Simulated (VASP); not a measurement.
Band structure of NaCl (relaxed from the CsCl type structure, space group Pm-3m). Computed with PBEsol GGA, VASP's PBE PAW potentials (set 64) (plane waves; VASP 6.6.1).

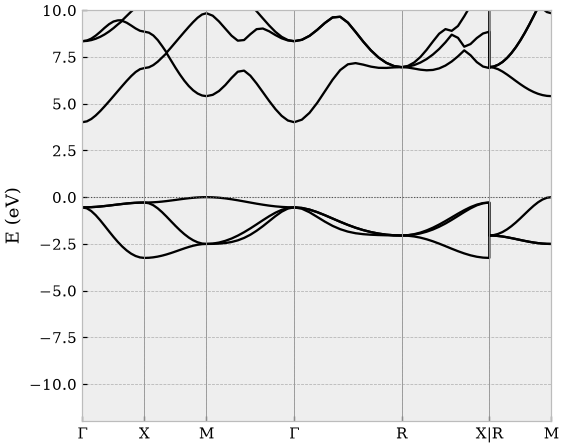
Fig. 1. Bands along high-symmetry lines, zero at the valence-band maximum or, without a gap, the Fermi level

Q: Read the plot: is there a gap, and where are the band edges?

A: The gap is indirect, 4.01 eV, from the valence maximum at M to the conduction minimum at Γ. (Edges off the drawn lines would not show.)

The structure was generated: NaCl was put into the CsCl type type (Pm-3m), which need not be its known phase. It was relaxed first.
